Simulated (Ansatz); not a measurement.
# Profile along the La–Tl line in La3Tl (Cu3Au type)

La3Tl (Cu3Au type)

```cif
data_La3Tl
_chemical_formula_sum 'La3 Tl1'
_space_group_name_H-M_alt 'P 1'
_space_group_IT_number 1
_cell_length_a 5.06919
_cell_length_b 5.06919
_cell_length_c 5.06919
_cell_angle_alpha 90.000
_cell_angle_beta 90.000
_cell_angle_gamma 90.000
loop_
_space_group_symop_operation_xyz
  'x, y, z'
loop_
_atom_site_label
_atom_site_type_symbol
_atom_site_fract_x
_atom_site_fract_y
_atom_site_fract_z
_atom_site_occupancy
La1 La 0.00000 0.50000 0.50000 1
La2 La 0.50000 0.00000 0.50000 1
La3 La 0.50000 0.50000 0.00000 1
Tl1 Tl 0.00000 0.00000 0.00000 1
```

Fields along a shortest La–Tl line of a {100} plane (3.58 Å), from La to Tl, interpolated on the slice's grid (step about 0.2 Å). Level of theory: r2SCAN (plane waves to 500 eV, PAW, scalar-relativistic; Ansatz, a quantum-chemistry and plane-wave program). k mesh 9×9×9. These are valence fields of a PAW run, semicore shells included where kept as valence: close to a nucleus they are smooth pseudo fields. La3Tl is run without spin polarisation. La3Tl was relaxed with its symmetry unable to fall. Spin-orbit coupling is left out, though Tl is heavy.

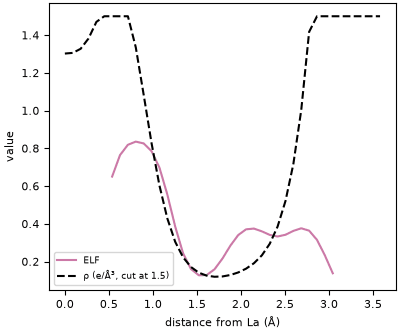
Figure: ELF (away from the nuclei) and valence density from La to Tl.

Density on the La–Tl line (3.58 Å) at its density minimum, 1.7 Å from La: 0.12 e/Å³. ELF at that point: 0.2.
